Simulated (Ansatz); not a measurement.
```xyz
9

N     0.3823    1.1394    1.2290
Si    0.1210   -0.1748    0.1843
S     2.0712   -0.8056   -0.4036
B    -1.5321   -0.7988   -0.5120
O    -0.8697    0.0753   -1.2869
H     1.1695    1.7700    1.1301
H    -0.3183    1.4661    1.8819
H     1.6496   -1.3559   -1.5628
H    -2.5851   -1.3621   -0.6771
```

These are results of UKS PBE0-D4/def2-SVP (Ansatz 0.2.0), not measurements.

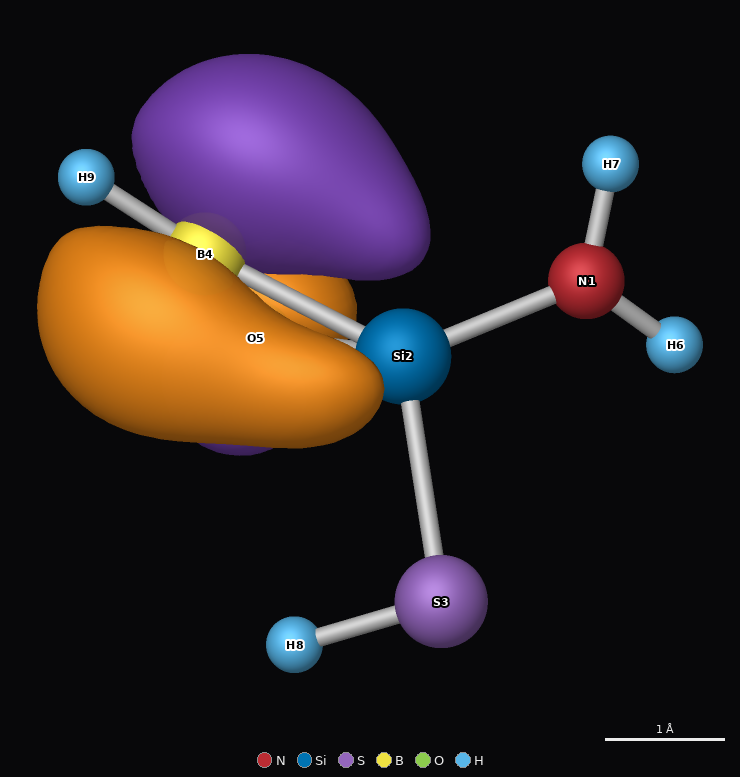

BH4NOSSi. The LUMO at ±0.15 Å⁻³ᐟ² (orange and purple are the two phases), seen across its widest extent.

Q: Where does this orbital lie, and at what energy?

A: Its weight (Hirshfeld) is mainly on B4 (about 50 %), O5 (about 20 %) and Si2 (about 15 %). Its energy is −0.74 eV.
